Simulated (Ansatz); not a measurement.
# BH₃ (triplet): correlated methods under varied settings at scale of all distances = 1.114

What do other methods and options give for BH₃ (triplet) at this geometry, and how long do they take?

Computed with Ansatz 0.2.0, Gaussian basis. Level: the settings change from run to run.

8 further runs of the same task are left out: 5 that didn't finish, 3 set aside as unsound or not needed.

**1. What is computed**

The geometry derives from a PBE0/def2-TZVP stationary point (not a proven minimum). All distances are scaled together.

4 atoms, charge 0, spin multiplicity 3.

Atoms are counted from 1 here; the program's logs count them from 0.

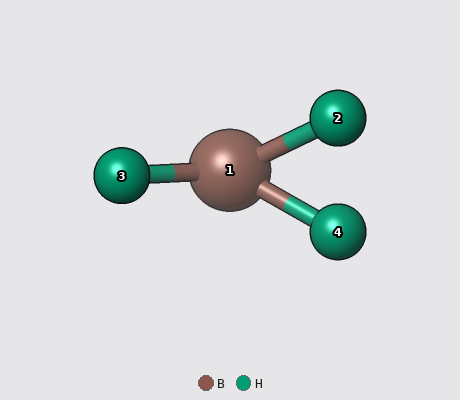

The structure; boron brown, hydrogen teal; atoms are numbered from 1 in the order of the file.

**2. MP2 on UHF/cc-pVDZ**

The input, in.yaml:

```yaml
crystal:
  periodic: [false, false, false]
  atoms:
    - {symbol: B, position_ang: [-0.127984, 0.000010, 0.099204]}
    - {symbol: H, position_ang: [0.346926, 0.600543, -1.104962]}
    - {symbol: H, position_ang: [0.678974, -0.000053, 1.145885]}
    - {symbol: H, position_ang: [0.346833, -0.600595, -1.104964]}
basis:
  gaussian: {orbitals: cc-pVDZ, fitting: {mean_field: def2-universal-jkfit}}
magnetization: {spin_polarized: true, initial_magnetization: 2}
correlation: {method: mp2, electrons: valence}
accuracy: high
output: {forces: true}
```

Run with:

```
$ ansatz run in.yaml --threads 1 --pin off --events-out ev --progress --plain --max-ram 2393MiB
```

The log of the run:

```text
Functional definition: HF
  name "HF"
  cite "Fock, Z. Phys. 61, 126 (1930) doi:10.1007/BF01340294"
  parent pbe
  exchange = exact_x
  correlation = 0
129 factors; integrals over basis functions are off by at most 4.0e-1 eV
mean field evaluation 1: about -713.2428 eV, gradient 7.9e0 eV
mean field evaluation 2: about -713.9833 eV, gradient 3.0e0 eV
mean field evaluation 4: about -714.1582 eV, gradient 4.1e-1 eV
mean field evaluation 8: about -714.1638 eV, gradient 7.0e-8 eV
mean field -714.16380297 eV, -26.2450356816 hartree, gradient 7.0e-8 eV, S^2 2.006093; 0 other end points of the search recorded, 0 dependent functions left out
1 core orbitals not correlated: weight in the atoms' cores, before any rotation towards them, 1.000 or more for the frozen orbitals, at most 0.000 for the correlated occupied ones
reference -714.16380297 eV, -26.2450356816 hartree; 4, 2 occupied and 24, 26 virtual orbitals, 129 factors
second order -2.34080748 eV of doubles, -0.00000000 eV of singles
the calculation of the forces begins
Total energy: -716.50461045 eV, -26.3310587697 hartree
Atom 0 at    -0.127984     0.000010     0.099204 Å, force     2.115330    -0.000163    -0.482335 eV/Å
Atom 1 at     0.346926     0.600543    -1.104962 Å, force    -0.400607    -0.993179     1.204829 eV/Å
Atom 2 at     0.678974    -0.000053     1.145885 Å, force    -1.314269     0.000103    -1.927324 eV/Å
Atom 3 at     0.346833    -0.600595    -1.104964 Å, force    -0.400453     0.993239     1.204830 eV/Å
Dipole moment:     0.142294    -0.000011    -0.240780 e Å
```

Run time: 0.09 s. Hardware: 1 thread of Arm Neoverse V2, shared host.

From the report: ⟨S²⟩ of the determinant 2.006 (pure triplet: 2.00).

**3. HF/cc-pVDZ**

The input, in.yaml:

```yaml
crystal:
  periodic: [false, false, false]
  atoms:
    - {symbol: B, position_ang: [-0.127984, 0.000010, 0.099204]}
    - {symbol: H, position_ang: [0.346926, 0.600543, -1.104962]}
    - {symbol: H, position_ang: [0.678974, -0.000053, 1.145885]}
    - {symbol: H, position_ang: [0.346833, -0.600595, -1.104964]}
basis:
  gaussian: {orbitals: cc-pVDZ}
magnetization: {spin_polarized: false, initial_magnetization: 2}
hamiltonian: {xc: hf}
output: {forces: true, orbitals: {seedname: orbitals}}
```

The command is unchanged.

The log of the run (excerpt; [...] marks lines left out):

```text
Functional definition: HF
  name "HF"
  cite "Fock, Z. Phys. 61, 126 (1930) doi:10.1007/BF01340294"
  parent pbe
[...]
264 factors; integrals over basis functions are off by at most 1.1e-3 eV
[...]
mean field -714.09529803 eV, -26.2425181715 hartree, gradient 2.1e-5 eV, S^2 2.000000; 0 other end points of the search recorded, 0 dependent functions left out
[...]
reference -714.09529803 eV, -26.2425181715 hartree; 5, 3 occupied and 24, 26 virtual orbitals, 264 factors
Total energy: -714.09529803 eV, -26.2425181715 hartree
Atom 0 at    -0.127984     0.000010     0.099204 Å, force     2.239430    -0.000173    -0.392146 eV/Å
Atom 1 at     0.346926     0.600543    -1.104962 Å, force    -0.408384    -0.999313     1.238116 eV/Å
Atom 2 at     0.678974    -0.000053     1.145885 Å, force    -1.422817     0.000112    -2.084086 eV/Å
Atom 3 at     0.346833    -0.600595    -1.104964 Å, force    -0.408230     0.999374     1.238117 eV/Å
Dipole moment:     0.122339    -0.000009    -0.232522 e Å
```

Run time: 0.09 s. Hardware: 1 thread of Arm Neoverse V2, shared host.

**4. MP2 on UHF/def2-SVPD**

in.yaml, as its differences from that of step 3:

```diff
@@ -8,5 +8,6 @@
 basis:
-  gaussian: {orbitals: cc-pVDZ}
-magnetization: {spin_polarized: false, initial_magnetization: 2}
-hamiltonian: {xc: hf}
-output: {forces: true, orbitals: {seedname: orbitals}}
+  gaussian: {orbitals: def2-SVPD}
+magnetization: {spin_polarized: true, initial_magnetization: 2}
+hamiltonian: {pseudopotentials: {relativity: scalar}}
+correlation: {method: mp2, electrons: outside_noble_gas}
+output: {forces: true}
```

Launched as before.

The log of the run (excerpt; [...] marks lines left out):

```text
Functional definition: HF
  name "HF"
  cite "Fock, Z. Phys. 61, 126 (1930) doi:10.1007/BF01340294"
  parent pbe
[...]
443 factors; integrals over basis functions are off by at most 9.3e-4 eV
[...]
mean field -713.78972756 eV, -26.2312886637 hartree, gradient 1.4e-6 eV, S^2 2.007663; 0 other end points of the search recorded, 0 dependent functions left out
1 core orbitals not correlated: weight in the atoms' cores, before any rotation towards them, 1.000 or more for the frozen orbitals, at most 0.000 for the correlated occupied ones
reference -713.78972756 eV, -26.2312886637 hartree; 4, 2 occupied and 39, 41 virtual orbitals, 443 factors
second order -2.42080737 eV of doubles, -0.00000000 eV of singles
[...]
Total energy: -716.21053492 eV, -26.3202516935 hartree
Relativity: scalar
Atom 0 at    -0.127984     0.000010     0.099204 Å, force     2.202786    -0.000170    -0.549827 eV/Å
Atom 1 at     0.346926     0.600543    -1.104962 Å, force    -0.424051    -1.039756     1.265779 eV/Å
Atom 2 at     0.678974    -0.000053     1.145885 Å, force    -1.354845     0.000106    -1.981732 eV/Å
Atom 3 at     0.346833    -0.600595    -1.104964 Å, force    -0.423890     1.039820     1.265781 eV/Å
Dipole moment:     0.132875    -0.000010    -0.245267 e Å
```

Wall time 0.33 s (1 thread of Arm Neoverse V2, shared host).

From the report: ⟨S²⟩ of the determinant 2.008 (pure triplet: 2.00).

**5. CCSD(T) on ROHF/6-31++G****

The input, in.yaml:

```yaml
crystal:
  periodic: [false, false, false]
  atoms:
    - {symbol: B, position_ang: [-0.127984, 0.000010, 0.099204]}
    - {symbol: H, position_ang: [0.346926, 0.600543, -1.104962]}
    - {symbol: H, position_ang: [0.678974, -0.000053, 1.145885]}
    - {symbol: H, position_ang: [0.346833, -0.600595, -1.104964]}
basis:
  gaussian: {orbitals: "6-31++G**", fitting: {mean_field: def2-universal-jkfit}}
magnetization: {spin_polarized: false, initial_magnetization: 2}
correlation: {method: ccsd_t, electrons: outside_noble_gas}
```

Launched as before.

The log of the run (excerpt; [...] marks lines left out):

```text
Functional definition: HF
  name "HF"
  cite "Fock, Z. Phys. 61, 126 (1930) doi:10.1007/BF01340294"
  parent pbe
[...]
129 factors; integrals over basis functions are off by at most 3.6e-1 eV
[...]
mean field -714.00330014 eV, -26.2391373114 hartree, gradient 9.0e-7 eV, S^2 2.000000; 0 other end points of the search recorded, 0 dependent functions left out
[...]
1 core orbitals not correlated: weight in the atoms' cores, before any rotation towards them, 1.000 or more for the frozen orbitals, at most 0.000 for the correlated occupied ones
reference -714.00330014 eV, -26.2391373114 hartree; 4, 2 occupied and 32, 34 virtual orbitals, 129 factors
second order -2.31279006 eV of doubles, -0.03708615 eV of singles
cycle   1  -2.74487686 eV  change   -3.9e-1 eV  update   4.8e-2
[...]
cycle   9  -2.91110374 eV  change    4.0e-6 eV  update   5.5e-6
perturbative correction -0.06769820 eV, -0.0024878631 hartree
Total energy: -716.98210208 eV, -26.3486062636 hartree
```

Run time: 0.33 s. Hardware: 1 thread of Arm Neoverse V2, shared host.

From the report: correlation -2.9788 eV; T1 0.015; largest double amplitude 0.04.

**6. NEVPT4(SD)(4,5)/cc-pVDZ**

in.yaml, as its differences from that of step 5:

```diff
@@ -8,4 +8,4 @@
 basis:
-  gaussian: {orbitals: "6-31++G**", fitting: {mean_field: def2-universal-jkfit}}
+  gaussian: {orbitals: cc-pVDZ}
 magnetization: {spin_polarized: false, initial_magnetization: 2}
-correlation: {method: ccsd_t, electrons: outside_noble_gas}
+correlation: {method: fic_nevpt4_sd, electrons: valence, active_space: {window: {electrons: 4, orbitals: 5}}}
```

The command is unchanged.

The log of the run (excerpt; [...] marks lines left out):

```text
Functional definition: HF
  name "HF"
  cite "Fock, Z. Phys. 61, 126 (1930) doi:10.1007/BF01340294"
  parent pbe
[...]
264 factors; integrals over basis functions are off by at most 1.1e-3 eV
[...]
mean field -714.09529803 eV, -26.2425181715 hartree, gradient 2.1e-6 eV, S^2 2.000000; 0 other end points of the search recorded, 0 dependent functions left out
reference -714.09529803 eV, -26.2425181715 hartree; 5, 3 occupied and 24, 26 virtual orbitals, 264 factors
state -714.87164723 eV, -26.2710484781 hartree
state -714.87164723 eV, -26.2710484781 hartree; corrected -717.16146612 eV, -26.3551977706 hartree
state -714.69686367 eV, -26.2646253008 hartree
state -714.69686367 eV, -26.2646253008 hartree; corrected -717.13131463 eV, -26.3540897235 hartree
state -714.87164723 eV, -26.2710484781 hartree; corrected -717.16146612 eV, -26.3551977706 hartree
the orbitals are reached from a further start. From the first start the search ends at -714.69685838 eV, -26.2646251064 hartree
Total energy: -717.16146612 eV, -26.3551977706 hartree
```

Run time: 0.96 s. Hardware: 1 thread of Arm Neoverse V2, shared host.

From the report: 48 determinants; active occupations 1.96, 1.00, 1.00, 0.02, 0.02.

**7. CASSCF(2,9)/6-31++G****

in.yaml, as its differences from that of step 6:

```diff
@@ -8,4 +8,7 @@
 basis:
-  gaussian: {orbitals: cc-pVDZ}
+  gaussian: {orbitals: "6-31++G**"}
 magnetization: {spin_polarized: false, initial_magnetization: 2}
-correlation: {method: fic_nevpt4_sd, electrons: valence, active_space: {window: {electrons: 4, orbitals: 5}}}
+hamiltonian: {pseudopotentials: {relativity: scalar}}
+correlation: {active_space: {window: {electrons: 2, orbitals: 9}}}
+accuracy: high
+output: {forces: true}
```

Launched as before.

The log of the run (excerpt; [...] marks lines left out):

```text
Functional definition: HF
  name "HF"
  cite "Fock, Z. Phys. 61, 126 (1930) doi:10.1007/BF01340294"
  parent pbe
[...]
743 factors; integrals over basis functions are off by at most 3.0e-9 eV
[...]
mean field -714.17787059 eV, -26.2455526570 hartree, gradient 4.6e-8 eV, S^2 2.000000; 0 other end points of the search recorded, 0 dependent functions left out
reference -714.17787059 eV, -26.2455526570 hartree; 5, 3 occupied and 32, 34 virtual orbitals, 743 factors
state -714.32158495 eV, -26.2508340624 hartree
[...]
Total energy: -714.32158495 eV, -26.2508340624 hartree
Relativity: scalar
Atom 0 at    -0.127984     0.000010     0.099204 Å, force     2.376599    -0.000183    -0.403009 eV/Å
Atom 1 at     0.346926     0.600543    -1.104962 Å, force    -0.430784    -1.182258     1.315747 eV/Å
Atom 2 at     0.678974    -0.000053     1.145885 Å, force    -1.515214     0.000119    -2.228487 eV/Å
Atom 3 at     0.346833    -0.600595    -1.104964 Å, force    -0.430601     1.182323     1.315749 eV/Å
Dipole moment:     0.119285    -0.000009    -0.231048 e Å
```

It took 2.5 s on 1 thread of Arm Neoverse V2, shared host.

From the report: 81 determinants; active occupations 1.00, 1.00, 0.00, 0.00, 0.00, 0.00, 0.00, 0.00, 0.00.

**8. All runs side by side**

Where basis and cores are those of an earlier FCI/cc-pVDZ run (-717.2333 eV), and the state is the same kind, the miss against it is given.

| level | correlated | functions | energy (eV) | from FCI (meV) | time |
| --- | --- | --- | --- | --- | --- |
| MP2 on UHF/cc-pVDZ | valence | 29 | -716.5046 | 728.7 | 0.09 s |
| HF/cc-pVDZ |  | 29 | -714.0953 | 3138.0 | 0.09 s |
| MP2 on UHF/def2-SVPD (relativity set) | outside noble gas | 44 | -716.2105 |  | 0.33 s |
| CCSD(T) on ROHF/6-31++G** | outside noble gas | 37 | -716.9821 |  | 0.33 s |
| NEVPT4(SD)(4,5)/cc-pVDZ | valence | 29 | -717.1615 |  | 0.96 s |
| CASSCF(2,9)/6-31++G** (relativity set) |  | 37 | -714.3216 |  | 2.5 s |

**9. Summary of results**

| quantity | value |
| --- | --- |
| runs | 6 |
| quickest | MP2 on UHF/cc-pVDZ, 0.09 s |
| slowest | CASSCF(2,9)/6-31++G** (relativity set), 2.5 s |

In words: Total energies in different bases, with other cores or another treatment of relativity can't be set against each other. CASSCF(2,9)/6-31++G** (relativity set) took 28 times as long as MP2 on UHF/cc-pVDZ; the jobs differ in more than the method. Hartree-Fock, CASSCF and CASCI lack dynamic correlation by design.
